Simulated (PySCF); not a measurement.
**C$_{7}$H$_{5}$N, SMILES `N#Cc1ccccc1`: what the electrons do**

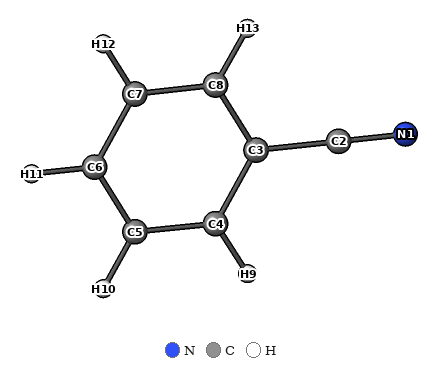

The molecule, with its atoms numbered as below. No frequency check shows the geometry to be a minimum.

Cartesian coordinates (Å):

```
N1      -3.1686   -0.0006    0.0000
C2      -2.0222    0.0003    0.0000
C3      -0.6078    0.0005    0.0000
C4       0.0869    1.2098    0.0000
C5       1.4686    1.2023    0.0000
C6       2.1594   -0.0003    0.0000
C7       1.4688   -1.2020    0.0000
C8       0.0871   -1.2097    0.0000
H9      -0.4618    2.1401    0.0000
H10      2.0096    2.1368    0.0000
H11      3.2392   -0.0006    0.0000
H12      2.0100   -2.1364    0.0000
H13     -0.4614   -2.1402    0.0000
```

### 1. Bonding charge

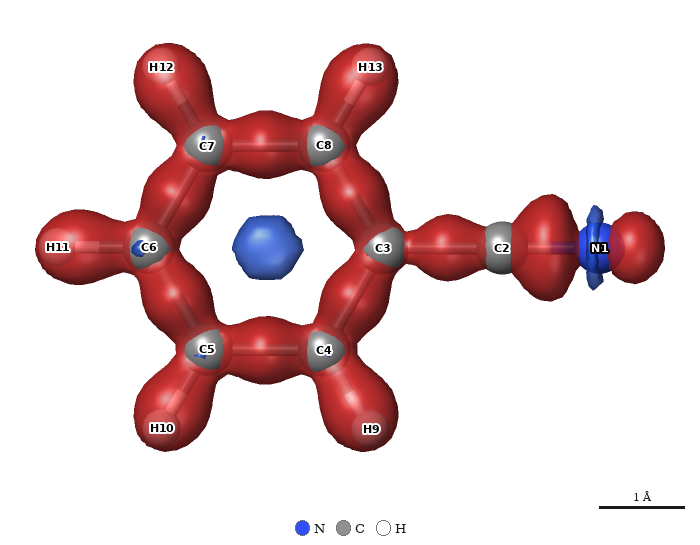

Deformation density (molecule less spherical, spin-averaged free atoms at the same positions), surfaces at ±0.15 e/Å³; red: gain, blue: loss.

PySCF calculation, BLYP/6-31G*, gas phase; geometry: GFN2-xTB.

> Describe the bonding that the map shows.

N1–C2: +0.83 e/Å³ at the bond critical point (bond length 1.15 Å, Mayer order 3.1). C4–H9 and C8–H13: +0.66 e/Å³ at the bond critical point (bond length 1.08 Å, Mayer order 0.9). C6–H11: +0.65 e/Å³ at the bond critical point (bond length 1.08 Å, Mayer order 0.9). C5–H10 and C7–H12: +0.65 e/Å³ at the bond critical point (bond length 1.08 Å, Mayer order 0.9). C4–C5 and C7–C8: +0.61 e/Å³ at the bond critical point (bond length 1.38 Å, Mayer order 1.4). C6–C7 and C5–C6: +0.60 e/Å³ at the bond critical point (bond length 1.39 Å, Mayer order 1.4). C3–C4 and C3–C8: +0.58 e/Å³ at the bond critical point (bond length 1.40 Å, Mayer order 1.4). C2–C3: +0.49 e/Å³ at the bond critical point (bond length 1.41 Å, Mayer order 1.0). In all, 2.8 electrons gather in the regions of gain relative to the promolecule.

### 2. Bond critical points

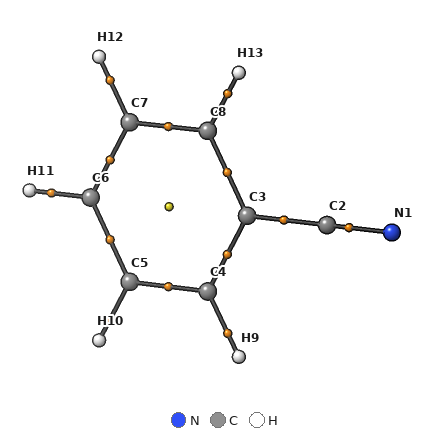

Molecular graph of the electron density (QTAIM): bond paths, bond critical points (orange), ring points (yellow, if any); weak paths are dashed.

> How many critical points of each kind are there, and does the count close?

13 nuclei, 13 bond, 1 ring and 0 cage critical points: 13 − 13 + 1 − 0 = 1, as the Poincaré–Hopf relation requires.

> Tabulate density, Laplacian, ellipticity and energy density at the bond critical points (atomic units).

```
            bond  length (Å)  ρ (a.u.)  ∇²ρ (a.u.)     ε  H (a.u.)
           N1–C2       1.146     0.473       +0.69  0.03    −0.823
 C4–C5 (2 alike)       1.382     0.319       −0.88  0.20    −0.325
 C6–C7 (2 alike)       1.386     0.316       −0.87  0.19    −0.320
 C3–C4 (2 alike)       1.395     0.311       −0.84  0.20    −0.310
           C2–C3       1.414     0.291       −0.80  0.06    −0.290
 C4–H9 (2 alike)       1.080     0.281       −0.99  0.01    −0.285
          C6–H11       1.080     0.281       −0.99  0.01    −0.284
C5–H10 (2 alike)       1.080     0.281       −0.99  0.01    −0.283
```

> What kind of interaction is C6–H11?

Shared-shell (covalent): ρ = 0.281, ∇²ρ = −0.99, H = −0.284 a.u.

### 3. Local ionisation energy

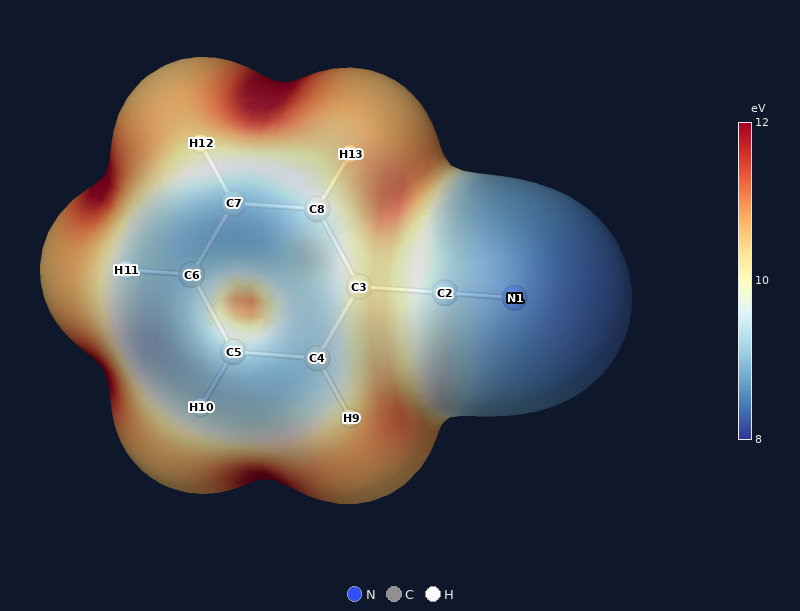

Average local ionisation energy on the surface of electron density 0.001 a.u.

> Locate the minima of the map.

The lowest value is 8.3 eV, 1.8 Å from N1, and at like points elsewhere. Further minima include 8.7 eV, off the C7–C8 bond (2.1 Å from its atoms), and at like points elsewhere. For comparison, the highest occupied orbital lies at −6.3 eV.

### 4. Magnetic shielding

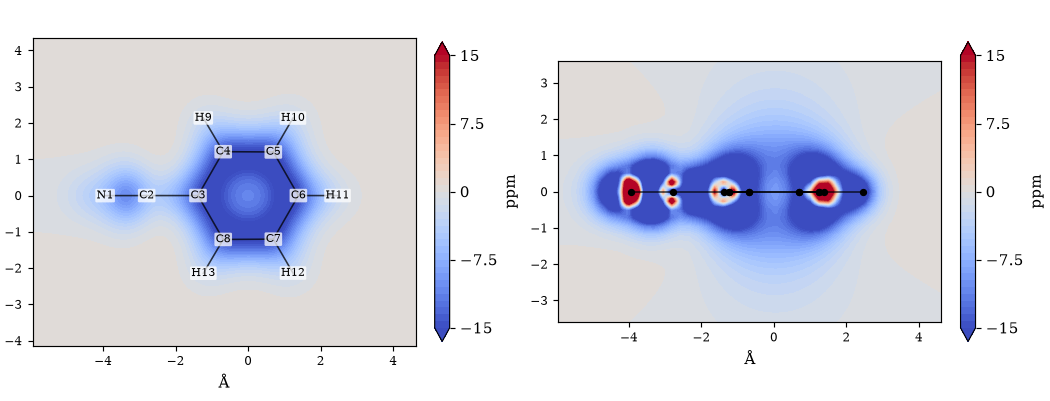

Isotropic NICS 1.0 Å above the plane of the 6-membered ring C3/C4/C5/C6/C7/C8 (left) and isotropic NICS in a plane perpendicular to the same ring (right); GIAO shieldings; atoms are projected onto the map; negative values mean shielding.

Computed with PySCF, PBE0/def2-SVP, geometry: GFN2-xTB.

> Is the ring aromatic by this magnetic criterion?

It is strongly diatropic (aromatic): NICS(0) = −9.1, NICS(1) = −11.0, NICS(1)zz = −28.6 ppm.

> What absolute proton shieldings does the same calculation give?

From 24.0 ppm (H9 and H13) to 24.3 ppm (H10 and H12).

### 5. The π system

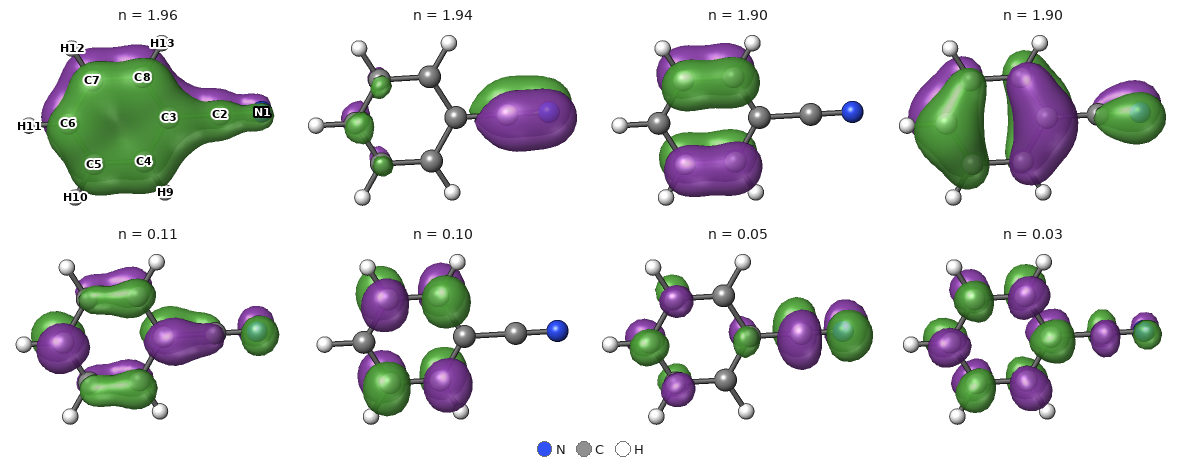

Natural orbitals of the π active space, CASSCF(8,8), singlet state, in order of falling occupation. The active space holds only one of the two perpendicular π systems.

PySCF calculation, def2-SVP basis, gas phase; geometry: GFN2-xTB.

> How multiconfigurational is the state?

The leading determinant weighs 0.86; the effective number of unpaired electrons, Σ n²(2−n)², is 0.18; the most occupied of the weakly occupied orbitals holds 0.11 e, as in an ordinary closed-shell π system. The active space lowers the energy by 2.70 eV against Hartree–Fock.

> Where does the lowest triplet lie relative to the singlet, at this geometry and within this active space?

4.16 eV above it by strongly contracted NEVPT2 (+3.73 eV by CASSCF); a small basis tends to put such gaps a few tenths of an eV too high. This is a vertical energy for π states alone; a state that uses lone pairs or σ orbitals may lie lower.
